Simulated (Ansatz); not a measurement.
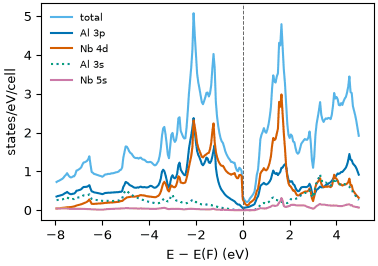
Total and projected density of states of NbAl3 in space group I4/mmm (No. 139; Al on 2b, Al on 4d, Nb on 2a), PBEsol (plane waves, PAW; program Ansatz)

Problem. Which orbitals carry the states next to the Fermi level?

Solution. Within 0.5 eV of the Fermi level: Nb 4d 76 %, Al 3p 20 %. Projections are on Löwdin-orthogonalised atomic valence shells; empty p or d shells of many metals are not among them.

Problem. Where is the tallest occupied peak in this window, and what makes it?

Solution. Near -2.1 eV, about 5.1 states/eV per cell; the largest projected share is Al 3p.

The first step of the workflow began from a Materials Project structure, measured or hypothetical; the Crystallography Open Database copy checked does not list it. With Al and Nb taken as one species the cell has the higher symmetry I4/mmm, so it may be an ordered model of a mixed-site phase. Its standing as an ambient phase is unchecked. The PBEsol relaxation kept the symmetry of its start; of distortions, only those at the zone centre were tested. The run is not spin-polarised. Spin–orbit coupling is left out wherever it is not named.

Potentials: the later of the program's two PAW sets.
